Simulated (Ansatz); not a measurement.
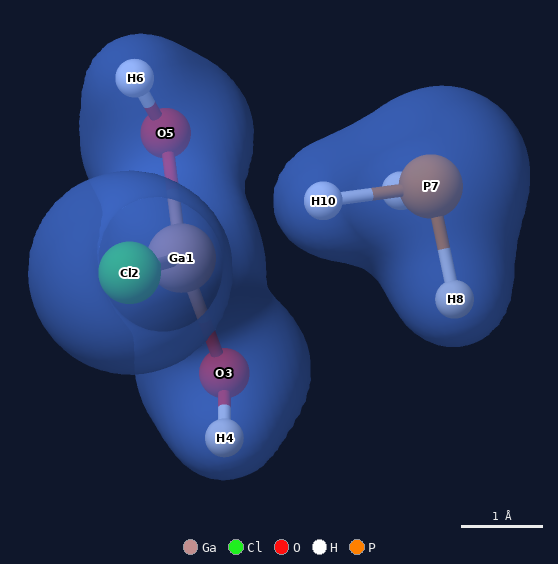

*ClGaH$_{2}$O$_{2}$···PH$_{3}$. Isosurface of the total electron density at 0.2 e/Å³ (blue), seen at a tilt.*

Not at a stationary point (largest force 0.8 eV/Å).

These are results of RKS PBE0/def2-SVP in Ansatz 0.2.0, not measurements.

The calculation's input:

```
crystal:
  periodic: [false, false, false]
  atoms:
    - { symbol: Ga, position_ang: [0.0, 0.0, 0.0] }
    - { symbol: Cl, position_ang: [0.0, 0.0, 2.59] }
    - { symbol: O, position_ang: [1.5501, 0.0, -0.895] }
    - { symbol: H, position_ang: [1.85, -0.9519, -1.0499] }
    - { symbol: O, position_ang: [-1.5501, 0.0, -0.895] }
    - { symbol: H, position_ang: [-2.0598, -0.8467, -0.6865] }
    - { symbol: P, position_ang: [0.1161, 2.4551, 0.8167] }
    - { symbol: H, position_ang: [0.6765, 2.4949, 2.1208] }
    - { symbol: H, position_ang: [0.9275, 3.2117, -0.0697] }
    - { symbol: H, position_ang: [0.0692, 1.4638, 2.0875] }
basis:
  gaussian: { orbitals: def2-SVP }
hamiltonian:
  xc: pbe0
relax:
  f_tol: 0.15
  max_steps: 25
  restrain:
    - { distance: [0, 6], at: 3.49, k: 30.0 }
    - { distance: [9, 1], at: 2.57, k: 30.0 }
    - { distance: [0, 1], at: 2.24, k: 30.0 }
    - { distance: [9, 6], at: 1.42, k: 30.0 }
output:
  orbitals: {}
```

Run with:

```sh
ansatz run input.yaml --threads 4 --pin off --max-ram 5120MiB --backend cpu --events-out ev --progress --plain --runs-dir out
```

The fields are those of the run's last geometry, not of the input's.

How is the density connected at this value?

Answer. At this value the surface falls into two separate pieces. It bridges the sampled Ga–O (1.77 Å), Ga–Cl (2.21 Å) and O–H (0.96 Å) contacts, where the density stays above the isovalue. It is pinched off along the sampled Ga···H (2.63 Å) contacts. On the grid the lowest density along these lines, outside the cores, is 0.09 e/Å³ (Ga···H, 2.63 Å), 0.91 e/Å³ (Ga–O, 1.77 Å), 0.55 e/Å³ (Ga–Cl, 2.21 Å) and 2.4 e/Å³ (O–H, 0.96 Å).
